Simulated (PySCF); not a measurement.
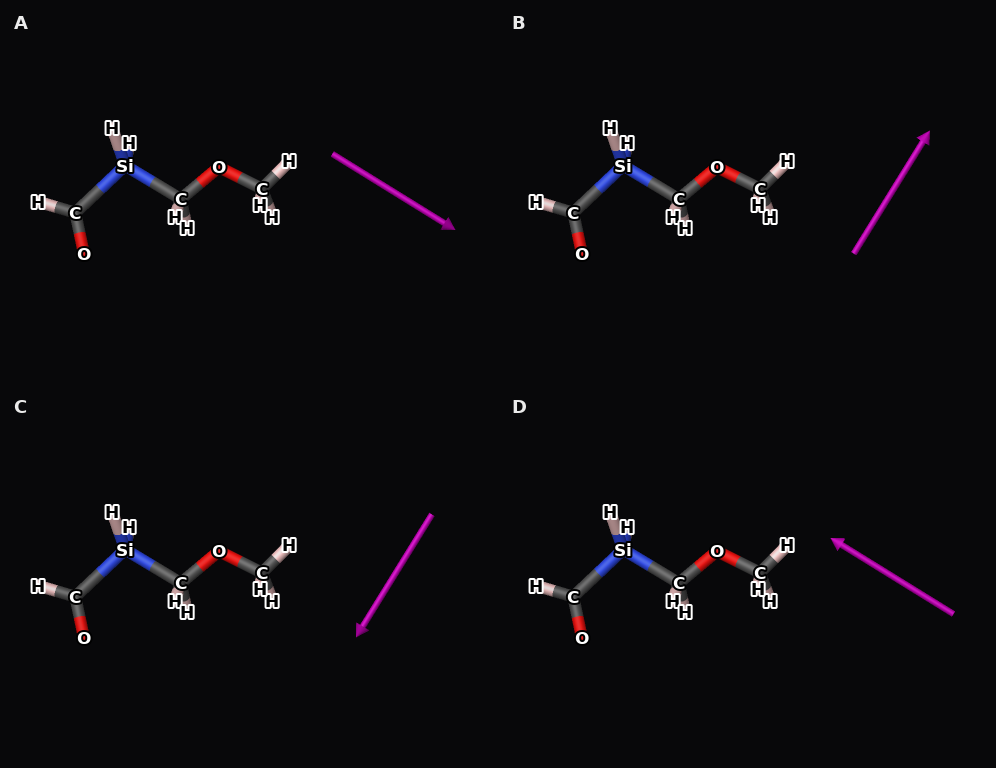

The same molecule four times, each with an arrow. The computed structure is the end point of a PBE0-D3(BJ)/def2-SVP optimisation. No frequency run is at hand to confirm it as a minimum. Method: B3LYP/def2-SVPD, gas phase (PySCF 2.14.0).

### Which arrow points along the dipole moment, from the negative to the positive end?

B. The dipole moment is 1.04 D.
